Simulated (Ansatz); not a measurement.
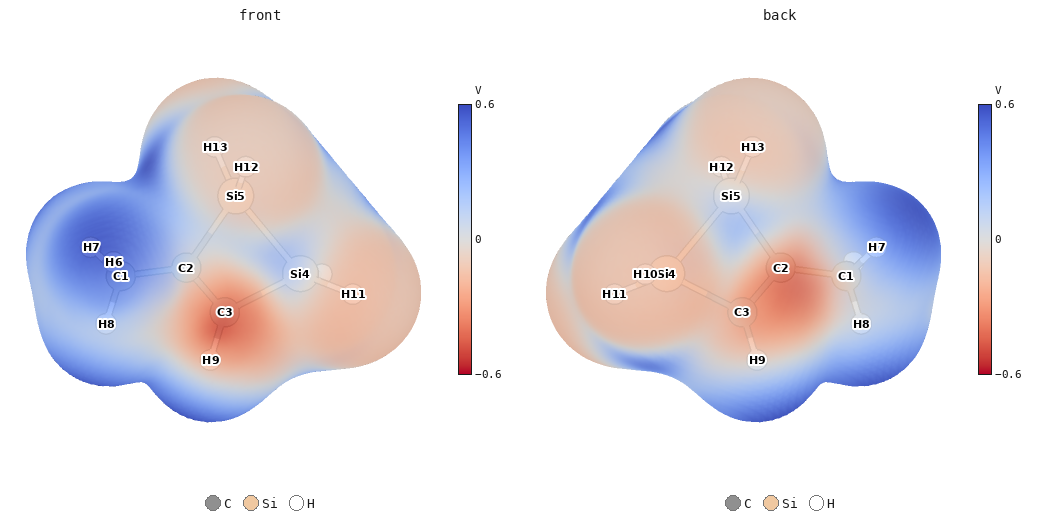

Figure. C₃H₈Si₂. The molecular electrostatic potential painted on the density surface at 0.001 e/bohr³, seen from the front and from behind; the colour scale runs from red (negative) to blue (positive).

All numbers below come from RKS PBE0-D4/6-31G* (Ansatz 0.2.0).

The calculation's input:

```
crystal:
  periodic: [false, false, false]
  atoms:
    - { symbol: C, position_ang: [-1.819, 0.5019, 0.7709] }
    - { symbol: C, position_ang: [-0.5122, 0.0118, 0.1834] }
    - { symbol: C, position_ang: [-0.1315, -1.243, -0.1544] }
    - { symbol: Si, position_ang: [1.7567, -0.9868, -0.7674] }
    - { symbol: Si, position_ang: [1.0581, 1.0632, -0.2652] }
    - { symbol: H, position_ang: [-1.7032, 1.0534, 1.7215] }
    - { symbol: H, position_ang: [-2.2876, 1.2679, 0.0701] }
    - { symbol: H, position_ang: [-2.5314, -0.2622, 0.8979] }
    - { symbol: H, position_ang: [-0.6341, -2.1739, -0.0299] }
    - { symbol: H, position_ang: [1.813, -1.3488, -2.1815] }
    - { symbol: H, position_ang: [2.6601, -1.6709, 0.1451] }
    - { symbol: H, position_ang: [1.6406, 1.7061, 0.9958] }
    - { symbol: H, position_ang: [0.711, 2.0467, -1.3714] }
basis:
  gaussian: { orbitals: "6-31G*" }
hamiltonian:
  xc: pbe0
  dispersion: d4
relax:
  f_tol: 0.02
  max_steps: 50
output:
  orbitals: {}
```

Command:

```sh
ansatz run input.yaml --threads 2 --pin off --max-ram 3072MiB --backend cpu --events-out ev --progress --plain --runs-dir out
```

The fields are those of the run's last geometry, not of the input's.

Q: Where is the surface potential most negative and most positive?

A: The most negative region (about −0.4 V) lies over the π face of C2 and C3, the most positive (about +0.6 V) over the H and Si atoms.
